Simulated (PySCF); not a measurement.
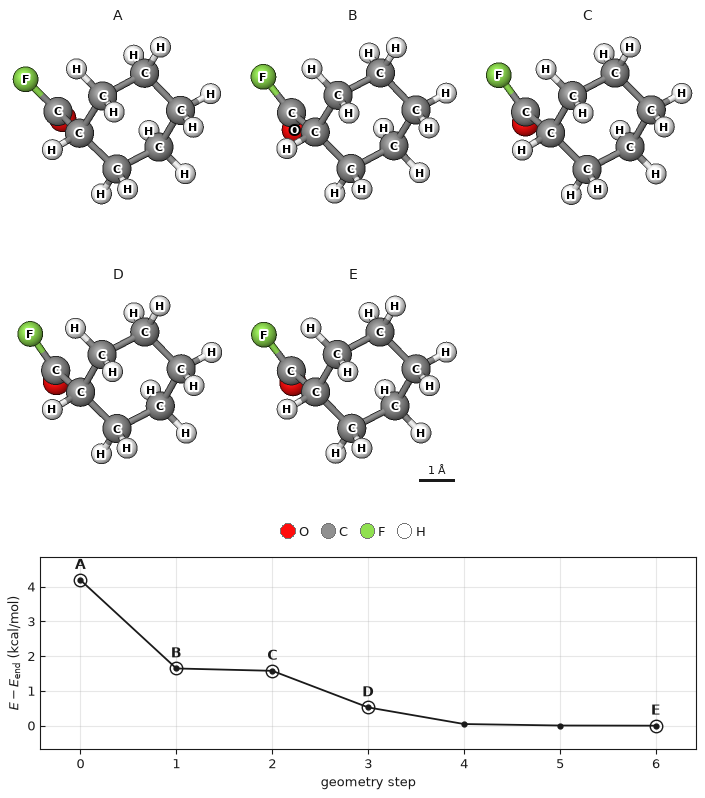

Frames of a relaxation of C$_{7}$H$_{11}$FO, marked on the history of the run. A ball-and-stick model, seen from a free direction.

The start comes from GFN2-xTB. Its atoms were then displaced at random by about 0.01 Å.

The calculation used PBE0-D3(BJ)/def2-SVP geometry optimisation, gas phase (PySCF). 

**Describe the path.**

The largest move after the best rigid fit is that of the O atom, 0.20 Å. By element the largest moves are O 0.20 Å, F 0.15 Å, H 0.06 Å, C 0.05 Å. Some distances before and after: C–C 1.467 → 1.506 Å, C–H 1.073 → 1.106 Å, C–O 1.211 → 1.184 Å, C–C 1.501 → 1.526 Å. Among the angles between lasting bonds that change: C–C–H 108.0° → 104.0°, O–C–C 131.9° → 128.8°, C–C–C 108.4° → 111.5°. Over 6 geometry steps the energy falls by 4.19 kcal/mol. The run took 99 s on 1 thread of Arm Neoverse V2, on a shared host. From step 0 to 1: the O atom moves most (0.33 Å), energy −2.55 kcal/mol. From step 1 to 2: the O atom moves most (0.24 Å), energy −0.07 kcal/mol. From step 2 to 3: the F atom moves most (0.14 Å), energy −1.05 kcal/mol. From step 3 to 6: the F atom moves most (0.08 Å), energy −0.53 kcal/mol.
